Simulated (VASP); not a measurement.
# A VASP study of Hf (Hafnium) (r2SCAN + rVV10): structure first, properties next, part 2 of 6

Aim: relax Hf (Hafnium), then compute properties on the relaxed cell. The start is a cell from a database of measured crystal structures.

VASP 6.6.1; r2SCAN with rVV10; plane waves and PAW (Hf_pv).

Still holding for the runs below: The k-mesh is coarse for a metal.

So far. Step 2 (Full relaxation (r2SCAN + rVV10)): It ends with forces that vanish by symmetry and a pressure of 0.01 GPa. The volume lies -1.3 % from that of the database's start, which holds the thermal and zero-point expansion of its experiment.

### 3. Second relaxation

The basis stayed that of the start cell while the cell moved. A rerun from the cell reached resets it; the error of the finite cutoff stays.

File INCAR:

```
SYSTEM = Hf
PREC = Accurate
ENCUT = 400
EDIFF = 1E-06
NELM = 100
ISMEAR = 1
SIGMA = 0.2
LREAL = .FALSE.
ALGO = Normal
METAGGA = R2SCAN
LUSE_VDW = .TRUE.
IVDW_NL = 2
BPARAM = 11.95
CPARAM = 0.0093
LASPH = .TRUE.
NBANDS = 16
LORBIT = 11
LWAVE = .FALSE.
LCHARG = .FALSE.
KPAR = 2
IBRION = 2
NSW = 60
ISIF = 3
EDIFFG = -0.01
```

File POSCAR:

```
Hf
1.0
    3.1864262073      0.0000000000      0.0000000000
   -1.5932131036      2.7595260428      0.0000000000
    0.0000000000      0.0000000000      5.0220807124
Hf
2
Direct
    0.3333333333      0.6666666667      0.2500000000
    0.6666666667      0.3333333333      0.7500000000
```

File KPOINTS:

```
Automatic mesh
0
Gamma
8 8 5
0 0 0
```

PAW data sets: Hf_pv (PBE family, release 64).

On the command line:

```sh
$ mpirun -np 2 vasp_std
```

What it wrote:

```text
[banner, memory and clock lines left out]
running    2 mpi-ranks, on    1 nodes
 distrk:  each k-point on    1 cores,    2 groups
 distr:  one band on    1 cores,    1 groups

 POSCAR found type information on POSCAR Hf
 POSCAR found :  1 types and       2 ions
 [... a notice as in an earlier step ...]

 [... a notice as in an earlier step ...]

 LDA part: xc-table for (None), standard interpolation
 POSCAR, INCAR and KPOINTS ok, starting setup
 FFT: planning ... GRIDC
 FFT: planning ... GRID_SOFT
 FFT: planning ... GRID
 WAVECAR not read
 entering main loop
       N       E                     dE             d eps       ncg     rms          rms(c)
Total rVV10 correction in eV:      0.3886374    22.5152500
Total rVV10 correction in eV:      0.3886374    22.5152500
DAV:   1    -0.302585635225E+02   -0.30259E+02   -0.10493E+04   960   0.102E+03
DAV:   2    -0.940735428456E+02   -0.63815E+02   -0.62412E+02  1280   0.236E+02
DAV:   3    -0.956439502289E+02   -0.15704E+01   -0.15666E+01  1320   0.264E+01
DAV:   4    -0.956568706671E+02   -0.12920E-01   -0.12919E-01  1176   0.302E+00
DAV:   5    -0.956570602026E+02   -0.18954E-03   -0.18953E-03  1320   0.295E-01    0.725E+01
Total rVV10 correction in eV:      0.3674886    22.5152502
Total rVV10 correction in eV:      0.3674886    22.5152502
DAV:   6    -0.900057294512E+02    0.56513E+01   -0.10135E+00  1072   0.847E+00    0.419E+01
Total rVV10 correction in eV:      0.3476949    22.5152502
Total rVV10 correction in eV:      0.3476949    22.5152502
DAV:   7    -0.899602912409E+02    0.45438E-01   -0.73656E-01  1184   0.638E+00    0.407E+00
Total rVV10 correction in eV:      0.3487736    22.5152502
Total rVV10 correction in eV:      0.3487736    22.5152502
DAV:   8    -0.899619763331E+02   -0.16851E-02   -0.22821E-02  1152   0.104E+00    0.147E+00
Total rVV10 correction in eV:      0.3503739    22.5152502
Total rVV10 correction in eV:      0.3503739    22.5152502
DAV:   9    -0.899604365908E+02    0.15397E-02   -0.73664E-03  1160   0.579E-01    0.198E-01
Total rVV10 correction in eV:      0.3502823    22.5152502
Total rVV10 correction in eV:      0.3502823    22.5152502
DAV:  10    -0.899604202964E+02    0.16294E-04   -0.21851E-04  1312   0.128E-01    0.155E-01
Total rVV10 correction in eV:      0.3502613    22.5152502
Total rVV10 correction in eV:      0.3502613    22.5152502
DAV:  11    -0.899604162055E+02    0.40909E-05   -0.14504E-05  1192   0.312E-02    0.949E-03
Total rVV10 correction in eV:      0.3502747    22.5152502
Total rVV10 correction in eV:      0.3502747    22.5152502
DAV:  12    -0.899604165158E+02   -0.31034E-06   -0.33536E-07   800   0.429E-03
Total rVV10 correction in eV:      0.3502775    22.5152502
Total rVV10 correction in eV:      0.3502775    22.5152502
Total rVV10 correction in eV:      0.3502781    22.5152502
Total rVV10 correction in eV:      0.3502781    22.5152502
   1 F= -.89960417E+02 E0= -.89963593E+02  d E =-.899604E+02
 curvature:   0.00 expect dE= 0.000E+00 dE for cont linesearch  0.000E+00
 trial: gam= 0.00000 g(F)=  0.528E-47 g(S)=  0.471E-06 ort = 0.000E+00 (trialstep = 0.100E+01)
 search vector abs. value=  0.471E-06
 reached required accuracy - stopping structural energy minimisation
```

Wall time 43 s (2 MPI ranks of Intel Xeon 6975P-C (Granite Rapids), shared host); peak memory 0.48 GiB.

Parts of OUTCAR (step 3):

```text
  LATTYP: Found a hexagonal cell.
 ALAT       =     3.1864262073
 C/A-ratio  =     1.5760856790

 Found     30 irreducible k-points:

   ENCUT  =  400.0 eV  29.40 Ry    5.42 a.u.   5.20  5.20  8.19*2*pi/ulx,y,z

   NELECT =      20.0000    total number of electrons

 E-fermi :   4.9408

 k-point     1 :       0.0000    0.0000    0.0000
  band No.  band energies     occupation
    ...
      4     -26.3746      2.00000
      5     -26.3672      2.00000
      6     -26.3672      2.00000
      7      -2.8978      2.00000
      8       1.0283      2.00000
      9       5.3869     -0.00709
     10       6.2408     -0.00000
     11       6.2408     -0.00000
     12       6.5953     -0.00000
     13       7.1415     -0.00000
    ...

 k-point     2 :       0.1250    0.0000    0.0000
  band No.  band energies     occupation
    ...
      5     -26.3948      2.00000
      6     -26.3789      2.00000
      7      -2.4100      2.00000
      8       1.4884      2.00000
      9       4.8333      1.78018
     10       5.3309     -0.01870
     11       6.6280     -0.00000
     12       6.7042     -0.00000
     13       7.2689     -0.00000
     14       7.2862     -0.00000
    ...

  Total        0.0027905      0.0027905     -0.0019829      0.0000000      0.0000000      0.0000000
  in kB        0.1012444      0.1012444     -0.0719434      0.0000000      0.0000000      0.0000000
  external PRESSURE =       0.0435151 kB  Pullay stress =       0.0000000 kB

  energy-cutoff  :      400.00
  volume of cell :       44.16
      direct lattice vectors                 reciprocal lattice vectors
     3.186426207  0.000000000  0.000000000     0.313831212  0.181190535  0.000000000
    -1.593213104  2.759526043  0.000000000     0.000000000  0.362381070  0.000000000
     0.000000000  0.000000000  5.022080712     0.000000000  0.000000000  0.199120655

 POSITION                                       TOTAL-FORCE (eV/Angst)
 -----------------------------------------------------------------------------------
     -0.00000      1.83968      1.25552         0.000000      0.000000      0.000000
      1.59321      0.91984      3.76656        -0.000000     -0.000000      0.000000
 -----------------------------------------------------------------------------------
    total drift:                               -0.000000      0.000000     -0.000000

  FREE ENERGIE OF THE ION-ELECTRON SYSTEM (eV)
  ---------------------------------------------------
  free  energy   TOTEN  =       -89.9604165158 eV

  energy  without entropy=      -89.9699450420  energy(sigma->0) =      -89.96359269

 total charge
# of ion       s       p       d       tot
------------------------------------------
    1        0.406   6.432   1.525   8.362
    2        0.406   6.432   1.525   8.362
--------------------------------------------------
tot          0.812  12.863   3.049  16.724

[... 6 parts as in an earlier step ...]

[... 6 further parts left out ...]
```

CONTCAR:

```
Hf
   1.00000000000000
     3.1864262072999998    0.0000000000000000    0.0000000000000000
    -1.5932131035999999    2.7595260428000001    0.0000000000000000
     0.0000000000000000    0.0000000000000000    5.0220807124000002
  Hf
     2
Direct
     0.3333333332999970    0.6666666667000030    0.2500000000000000
     0.6666666667000030    0.3333333332999970    0.7500000000000000
```

Little changed from the start: no atom moved by 0.005 Å and no cell edge by 0.1 %.

This step gave:

| Property | Result |
| --- | --- |
| free energy (TOTEN) | -89.9604 eV |
| energy at zero smearing | -89.9636 eV |
| pressure | 0.004352 GPa |
| SCF cycles over all ionic steps | 12 |

It ends with forces that vanish by symmetry and a pressure of 0.00 GPa. The volume moved by under 0.01 %: the run met its threshold at the first step.

### 4. Single point with fields (r2SCAN + rVV10)

A single point on the relaxed cell gives a clean self-consistent state, with density, ELF and potential written out.

INCAR: that of step 3 with these lines changed.

```diff
@@ -18,7 +18,5 @@
 LWAVE = .FALSE.
-LCHARG = .FALSE.
-KPAR = 2
-IBRION = 2
-NSW = 60
-ISIF = 3
-EDIFFG = -0.01
+LCHARG = .TRUE.
+ISIF = 2
+LELF = .TRUE.
+LVHAR = .TRUE.
```

POSCAR is that of step 3.

KPOINTS is that of step 3.

On the command line:

```sh
$ mpirun -np 2 vasp_std
```

What it wrote:

```text
[banner, memory and clock lines left out]
running    2 mpi-ranks, on    1 nodes
 distrk:  each k-point on    2 cores,    1 groups
 distr:  one band on    1 cores,    2 groups

 POSCAR found type information on POSCAR Hf
 POSCAR found :  1 types and       2 ions
 [... a notice as in an earlier step ...]

 [... a notice as in an earlier step ...]

 LDA part: xc-table for (None), standard interpolation
 POSCAR, INCAR and KPOINTS ok, starting setup
 FFT: planning ... GRIDC
 FFT: planning ... GRID_SOFT
 FFT: planning ... GRID
 WAVECAR not read
 entering main loop
       N       E                     dE             d eps       ncg     rms          rms(c)
Total rVV10 correction in eV:      0.3886374    22.5152500
DAV:   1    -0.302585635229E+02   -0.30259E+02   -0.10493E+04   960   0.102E+03
[... 1 cycle as in an earlier step ...]
DAV:   3    -0.956439502290E+02   -0.15704E+01   -0.15666E+01  1320   0.264E+01
DAV:   4    -0.956568706670E+02   -0.12920E-01   -0.12919E-01  1176   0.302E+00
[... 1 cycle as in an earlier step ...]
Total rVV10 correction in eV:      0.3674886    22.5152502
DAV:   6    -0.900057294517E+02    0.56513E+01   -0.10135E+00  1072   0.847E+00    0.419E+01
Total rVV10 correction in eV:      0.3476949    22.5152502
DAV:   7    -0.899602912407E+02    0.45438E-01   -0.73656E-01  1184   0.638E+00    0.407E+00
Total rVV10 correction in eV:      0.3487736    22.5152502
DAV:   8    -0.899619763333E+02   -0.16851E-02   -0.22821E-02  1152   0.104E+00    0.147E+00
Total rVV10 correction in eV:      0.3503739    22.5152502
[... 1 cycle as in an earlier step ...]
Total rVV10 correction in eV:      0.3502823    22.5152502
DAV:  10    -0.899604202963E+02    0.16294E-04   -0.21851E-04  1312   0.128E-01    0.155E-01
Total rVV10 correction in eV:      0.3502613    22.5152502
DAV:  11    -0.899604162052E+02    0.40911E-05   -0.14504E-05  1192   0.312E-02    0.949E-03
Total rVV10 correction in eV:      0.3502747    22.5152502
DAV:  12    -0.899604165158E+02   -0.31056E-06   -0.33536E-07   800   0.429E-03
Total rVV10 correction in eV:      0.3502775    22.5152502
Total rVV10 correction in eV:      0.3502781    22.5152502
   1 F= -.89960417E+02 E0= -.89963593E+02  d E =0.952853E-02
```

Elapsed: 28 s, on 2 MPI ranks; peak memory 0.37 GiB.

From OUTCAR (step 4):

```text
 Found     30 irreducible k-points:

   NELECT =      20.0000    total number of electrons

 E-fermi :   4.9408

  Total        0.0027905      0.0027905     -0.0019829      0.0000000      0.0000000      0.0000000
  in kB        0.1012438      0.1012438     -0.0719442      0.0000000      0.0000000      0.0000000
  external PRESSURE =       0.0435145 kB  Pullay stress =       0.0000000 kB

 POSITION                                       TOTAL-FORCE (eV/Angst)
 -----------------------------------------------------------------------------------
     -0.00000      1.83968      1.25552         0.000000      0.000000      0.000000
      1.59321      0.91984      3.76656         0.000000     -0.000000      0.000000
 -----------------------------------------------------------------------------------
    total drift:                               -0.000000      0.000000     -0.000000

[... 19 parts as in an earlier step ...]
```

This step gave:

```
SCF cycles : 12
pressure   : 0.004351 GPa
```

Valence electrons inside each PAW sphere by angular momentum. Sphere charges, by row:

```csv
atom,s (e),p (e),d (e),tot (e)
Hf1,0.406,6.432,1.525,8.362
Hf2,0.406,6.432,1.525,8.362
```

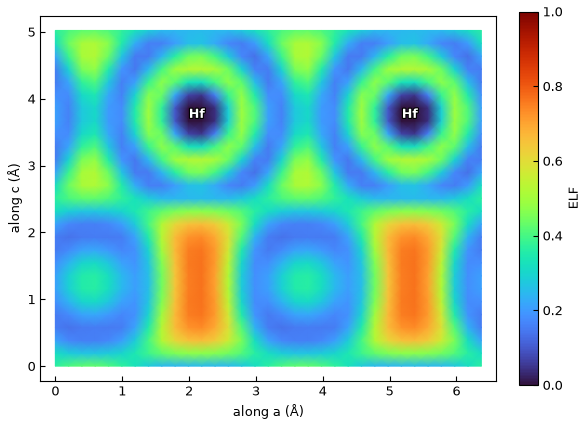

ELF in the ac plane at fractional y = 0.333, with atoms of Hf within 0.2 Å of it. It is the smooth field of the valence electrons, not physical close to the nuclei.

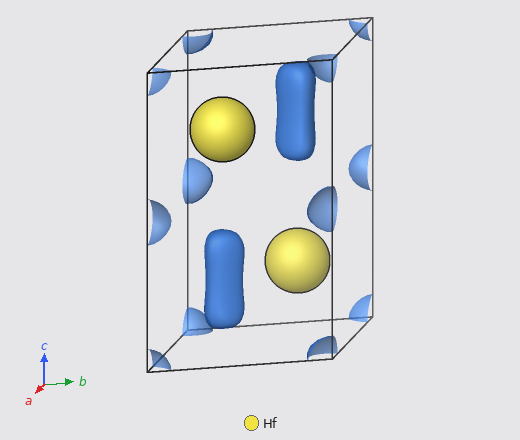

Surface of ELF = 0.69.

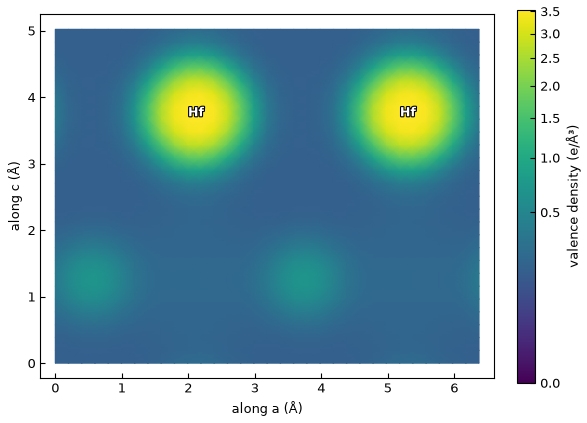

Valence density in the ac plane at fractional y = 0.333, with atoms of Hf within 0.2 Å of it. It is the smooth field of the valence electrons, not physical close to the nuclei. The colour scale is stretched toward low values.

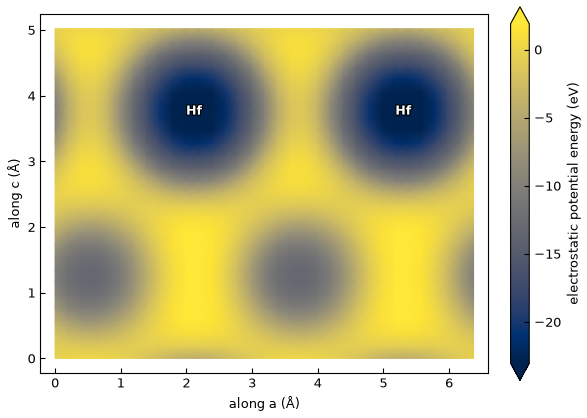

Electrostatic potential energy in the ac plane at fractional y = 0.333, with atoms of Hf within 0.2 Å of it. With pseudopotentials it is smooth inside the atoms' cores, unlike the true potential.

In this run the pressure is 0.00 GPa, small enough to go on.

### 5. Band structure (r2SCAN + rVV10)

The mesh alone shows little of the dispersion and can miss band extrema, so KPOINTS_OPT adds a path through the symmetry points after the self-consistent cycle.

INCAR: that of step 4 with these lines changed.

```diff
@@ -15,8 +15,6 @@
 LASPH = .TRUE.
-NBANDS = 16
+NBANDS = 22
 LORBIT = 11
 LWAVE = .FALSE.
-LCHARG = .TRUE.
-ISIF = 2
-LELF = .TRUE.
-LVHAR = .TRUE.
+LCHARG = .FALSE.
+KPAR = 2
```

POSCAR is that of step 4.

KPOINTS is that of step 4.

File KPOINTS_OPT:

```
Line mode
16
Line-mode
Reciprocal
  0.00000000   0.00000000   0.00000000 GAMMA
  0.50000000   0.00000000   0.00000000 M

  0.50000000   0.00000000   0.00000000 M
  0.33333333   0.33333333   0.00000000 K

  0.33333333   0.33333333   0.00000000 K
  0.00000000   0.00000000   0.00000000 GAMMA

  0.00000000   0.00000000   0.00000000 GAMMA
  0.00000000   0.00000000   0.50000000 A

  0.00000000   0.00000000   0.50000000 A
  0.50000000   0.00000000   0.50000000 L

  0.50000000   0.00000000   0.50000000 L
  0.33333333   0.33333333   0.50000000 H

  0.33333333   0.33333333   0.50000000 H
  0.00000000   0.00000000   0.50000000 A

  0.50000000   0.00000000   0.50000000 L
  0.50000000   0.00000000   0.00000000 M

  0.33333333   0.33333333   0.00000000 K
  0.33333333   0.33333333   0.50000000 H
```

On the command line:

```sh
$ mpirun -np 2 vasp_std
```

What it wrote:

```text
[... set-up lines as in an earlier step ...]
 entering main loop
       N       E                     dE             d eps       ncg     rms          rms(c)
Total rVV10 correction in eV:      0.3886374    22.5152500
Total rVV10 correction in eV:      0.3886374    22.5152500
DAV:   1    -0.182418958667E+02   -0.18242E+02   -0.94752E+03  1336   0.734E+02
DAV:   2    -0.934877125838E+02   -0.75246E+02   -0.72127E+02  1606   0.209E+02
DAV:   3    -0.956409899966E+02   -0.21533E+01   -0.21412E+01  1666   0.246E+01
DAV:   4    -0.956569121848E+02   -0.15922E-01   -0.15916E-01  1610   0.253E+00
DAV:   5    -0.956570624020E+02   -0.15022E-03   -0.15020E-03  1632   0.215E-01    0.725E+01
Total rVV10 correction in eV:      0.3674884    22.5152502
Total rVV10 correction in eV:      0.3674884    22.5152502
DAV:   6    -0.900046503745E+02    0.56524E+01   -0.86961E-01  1578   0.616E+00    0.419E+01
Total rVV10 correction in eV:      0.3476596    22.5152502
Total rVV10 correction in eV:      0.3476596    22.5152502
DAV:   7    -0.899598903510E+02    0.44760E-01   -0.66013E-01  1580   0.478E+00    0.397E+00
Total rVV10 correction in eV:      0.3486849    22.5152502
Total rVV10 correction in eV:      0.3486849    22.5152502
DAV:   8    -0.899623074873E+02   -0.24171E-02   -0.26647E-02  1606   0.825E-01    0.141E+00
Total rVV10 correction in eV:      0.3504673    22.5152502
Total rVV10 correction in eV:      0.3504673    22.5152502
DAV:   9    -0.899604780680E+02    0.18294E-02   -0.84646E-03  1512   0.484E-01    0.163E-01
Total rVV10 correction in eV:      0.3502106    22.5152502
Total rVV10 correction in eV:      0.3502106    22.5152502
DAV:  10    -0.899604121802E+02    0.65888E-04   -0.28181E-04  1596   0.107E-01    0.144E-01
Total rVV10 correction in eV:      0.3502613    22.5152502
Total rVV10 correction in eV:      0.3502613    22.5152502
DAV:  11    -0.899604152919E+02   -0.31117E-05   -0.18350E-05  1578   0.254E-02    0.500E-03
Total rVV10 correction in eV:      0.3502721    22.5152502
Total rVV10 correction in eV:      0.3502721    22.5152502
DAV:  12    -0.899604160847E+02   -0.79274E-06   -0.24326E-07  1148   0.315E-03
Total rVV10 correction in eV:      0.3502761    22.5152502
Total rVV10 correction in eV:      0.3502761    22.5152502
Total rVV10 correction in eV:      0.3502781    22.5152502
Total rVV10 correction in eV:      0.3502781    22.5152502
   1 F= -.89960416E+02 E0= -.89963592E+02  d E =0.952875E-02
 Start KPOINTS_OPT (optional k-point list driver)
k-point batch [1-30\144]
       N       E                     dE             ncg
DAV:   1    -0.658385277138E+04   -0.22186E+05     1328
DAV:   2    -0.894796574357E+04   -0.23641E+04     1576
DAV:   3    -0.902224915988E+04   -0.74283E+02     1716
DAV:   4    -0.902283297189E+04   -0.58381E+00     1560
DAV:   5    -0.902283854050E+04   -0.55686E-02     1636
DAV:   6    -0.902283861552E+04   -0.75015E-04     1580
DAV:   7    -0.902283861666E+04   -0.11407E-05     1382
DAV:   8    -0.902283861675E+04   -0.91195E-07     1090
[...]
k-point batch [121-144\144]
       N       E                     dE             ncg
DAV:   1    -0.104772066294E+04   -0.22813E+05     1072
DAV:   2    -0.295602255361E+04   -0.19083E+04     1238
DAV:   3    -0.301217192020E+04   -0.56149E+02     1322
DAV:   4    -0.301259618605E+04   -0.42427E+00     1296
DAV:   5    -0.301260058262E+04   -0.43966E-02     1346
DAV:   6    -0.301260064358E+04   -0.60965E-04     1306
DAV:   7    -0.301260064479E+04   -0.12054E-05     1244
DAV:   8    -0.301260064486E+04   -0.70166E-07      884
```

Run time: 84 s. Hardware: 2 MPI ranks; peak memory 0.48 GiB.

OUTCAR, selected parts (step 5):

```text
   k-points           NKPTS =     30   k-points in BZ     NKDIM =     30   number of bands    NBANDS=     22

   NELECT =      20.0000    total number of electrons

 E-fermi :   4.9409

 k-point     1 :       0.0000    0.0000    0.0000
  band No.  band energies     occupation
    ...
      4     -26.3744      2.00000
      5     -26.3670      2.00000
      6     -26.3670      2.00000
      7      -2.8978      2.00000
      8       1.0283      2.00000
      9       5.3869     -0.00709
     10       6.2408     -0.00000
     11       6.2408     -0.00000
     12       6.5953     -0.00000
     13       7.1415     -0.00000
    ...

  Total        0.0026086      0.0026086     -0.0025942      0.0000000      0.0000000      0.0000000
  in kB        0.0946445      0.0946445     -0.0941223      0.0000000      0.0000000      0.0000000
  external PRESSURE =       0.0317222 kB  Pullay stress =       0.0000000 kB

 POSITION                                       TOTAL-FORCE (eV/Angst)
 -----------------------------------------------------------------------------------
     -0.00000      1.83968      1.25552        -0.000000      0.000000      0.000000
      1.59321      0.91984      3.76656         0.000000      0.000000      0.000000
 -----------------------------------------------------------------------------------
    total drift:                               -0.000000      0.000000     -0.000000

  FREE ENERGIE OF THE ION-ELECTRON SYSTEM (eV)
  ---------------------------------------------------
  free  energy   TOTEN  =       -89.9604160847 eV

  energy  without entropy=      -89.9699448381  energy(sigma->0) =      -89.96359234

[... 9 parts as in an earlier step ...]

[... 7 further parts left out ...]
```

Spin-orbit coupling is off here; with elements this heavy it splits and shifts levels by tenths of an eV or more.

Numbers from this step:

```
bands    : 22
pressure : 0.003172 GPa
```

The electronic bands at the labelled points (eV, zero at the Fermi level; # counts the bands kept, so #1 is VASP's band 7):

```
    point     #1     #2     #3     #4     #5     #6    #7    #8
        Γ  -7.84  -3.91   0.45   1.30   1.30   1.65  2.20  2.20
        M  -3.56  -2.93  -2.40  -1.04   0.92   0.93  1.84  6.25
        K  -2.28  -2.00  -2.00  -1.64   0.41   0.41  2.26  5.57
        Γ  -7.84  -3.91   0.45   1.30   1.30   1.65  2.20  2.20
        A  -5.74  -5.74   0.14   0.14   1.19   1.19  1.19  1.19
        L  -3.60  -3.60  -1.06  -1.06   1.09   1.09  2.87  2.87
        H  -1.81  -1.81  -1.64  -1.64  -0.35  -0.35  2.78  2.78
        A  -5.74  -5.74   0.14   0.14   1.19   1.19  1.19  1.19
jump to L  -3.60  -3.60  -1.06  -1.06   1.09   1.09  2.87  2.87
        M  -3.56  -2.93  -2.40  -1.04   0.92   0.93  1.84  6.25
jump to K  -2.28  -2.00  -2.00  -1.64   0.41   0.41  2.26  5.57
        H  -1.81  -1.81  -1.64  -1.64  -0.35  -0.35  2.78  2.78
```

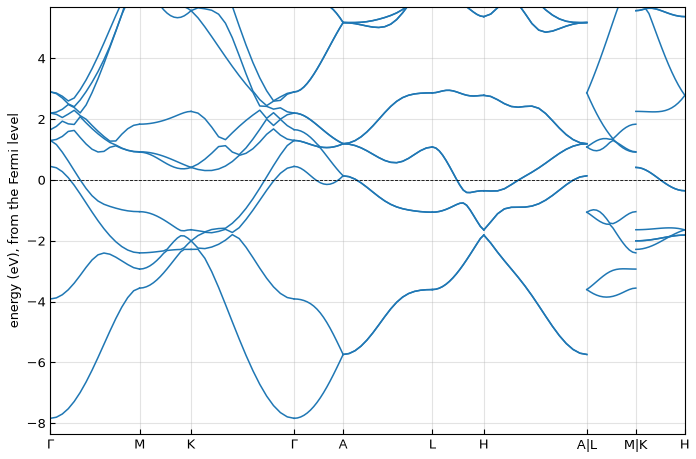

Electronic bands along the path.

There is no gap at this level.

(Part 2 of 6 ends here.)

[Lines on the potential files, build, host, timing and source positions are cut from VASP's logs without a mark.]

[Logs are printed without paths, hosts, clocks, repeated set-up lines and the standing remarks that a program may print on its own settings, such as how far it seeks lower states.]

[Hosts, paths, dates, database ids (printed as entryN), source tags and the programs' standing remarks are cut or masked in the printed files.]

[Measured values are set beside computed ones only where the two were judged alike; some that the calculation misses by far are left out.]
